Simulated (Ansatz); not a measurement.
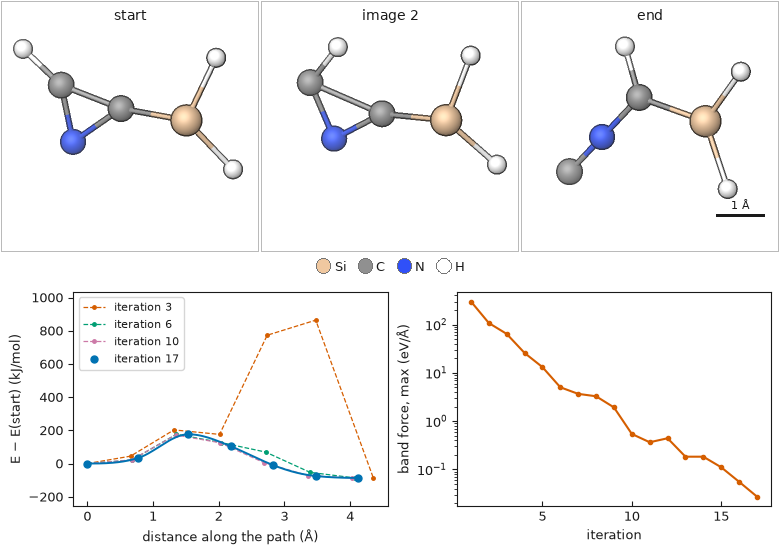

A nudged-elastic-band calculation for C2H3NSi. Images are numbered from 0 (start) to 6 (end). The plot follows the band through its iterations. Style: ball-and-stick. Shown at a tilt.

These are results of UKS revPBE-D4/def2-SVP in Ansatz, not measurements. Run with 5 movable images; climbing image; force threshold 0.05 eV/Å; iteration limit 60; starting path through a guess of the saddle point.

Q: Judge this run.

A: The result is final at these settings. The band converged in 17 iterations. The largest component of the band force went from 300 to 0.027 eV/Å. The climbing image converged on the top of the path. Its vibrational analysis gives one imaginary mode (461i cm⁻¹), as a transition state must have. The first iteration put the highest image at 5921.8 kJ/mol. The energy climbs by 176.1 kJ/mol to image 2 and then falls by 262.7 kJ/mol, so the end point sits at −86.6 kJ/mol.
